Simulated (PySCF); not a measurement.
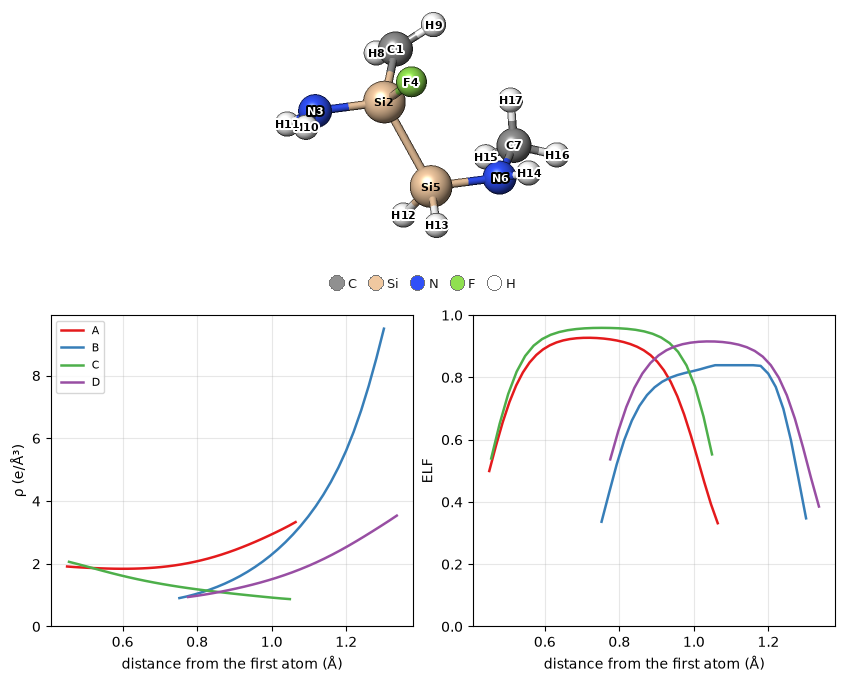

Figure 1: C2H10FN2Si2 (doublet). Total electron density and electron localisation function along straight lines between neighbouring atoms. The curves leave out the atomic cores. The structure is drawn too.

Geometry: GFN2-xTB.

Method: PySCF, UKS B3LYP, pcH-1 on C F H N Si, non-relativistic, mean-field spin-orbit, GIAO.

```xyz
17

C    -1.0574    1.8383    0.2205
Si   -1.4351    0.0630    0.4007
N    -2.9752   -0.3914   -0.2280
F    -1.6025   -0.3251    1.9713
Si    0.3212   -1.3146   -0.3387
N     1.8727   -0.8271    0.2320
C     2.4211    0.4743   -0.0639
H    -1.0244    2.3010   -0.7518
H    -0.4440    2.3412    0.9502
H    -3.4185   -1.2233    0.1231
H    -3.1742   -0.2688   -1.2045
H     0.4192   -1.2513   -1.8066
H     0.2454   -2.7164    0.0919
H     2.1395   -1.1342    1.1558
H     2.2505    0.6937   -1.1161
H     3.4957    0.4802    0.1235
H     1.9590    1.2726    0.5296
```

Q: Which curve belongs to which contact (C–N, C–Si, Si–F and Si–N)? The first atom named is at distance zero.

A: Curve A: C–N (1.44 Å): ρ at the midpoint is about 1.9 e/Å³; the ELF peaks at about 0.95 between the atoms, as expected for localised, covalent bonding. Curve B: Si–F (1.63 Å): ρ at the midpoint is about 1.1 e/Å³; the ELF peaks at about 0.85 in the valence shell of F, 0.6 Å from its nucleus, and is about 0.60 at the midpoint. Curve C: C–Si (1.82 Å): the density is about 1 e/Å³ at the midpoint; the ELF peaks at about 0.95 between the atoms; a covalent bond. Curve D: Si–N (1.72 Å): the density is about 1.1 e/Å³ at the midpoint; the ELF peaks at about 0.90 between the atoms, as expected for a shared but strongly polarised pair.
